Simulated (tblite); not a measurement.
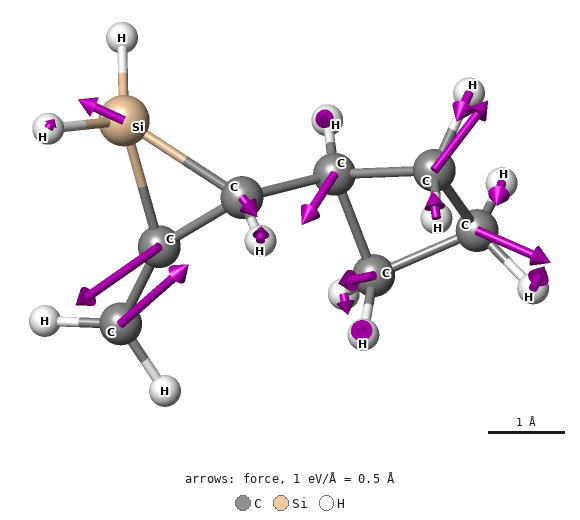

Starting geometry of C$_{7}$H$_{12}$Si with the computed forces as purple arrows. Style: ball-and-stick. Shown from a free direction.

Computed with GFN2-xTB geometry optimisation, gas phase (tblite). 

Question: Is this structure relaxed? If not, where do the atoms go?

Answer: It isn't relaxed: the largest force vector, on a C atom, is 3.23 eV/Å. The final displacements have little in common with the starting forces (cosine between the two patterns 0.14). The atom that moves furthest after the best rigid fit is an H atom (0.83 Å). Largest moves by element: H 0.83 Å, C 0.38 Å, Si 0.27 Å. Among the contacts that change: C–Si 1.857 → 1.909 Å, C–C 1.361 → 1.314 Å, C–C 1.490 → 1.535 Å, C–H 1.118 → 1.088 Å. Bond angles that change, for instance: C–C–C 152.5° → 136.9°, C–C–Si 141.0° → 154.4°, C–C–C 107.0° → 116.5°. Groups turn about C–C by about 25°, C–C by about 25°, C–C by about 20°. Over 108 geometry steps the energy falls by 93.4 kJ/mol. Cost: 0.86 s on 1 thread of Arm Neoverse V1, on a shared host.
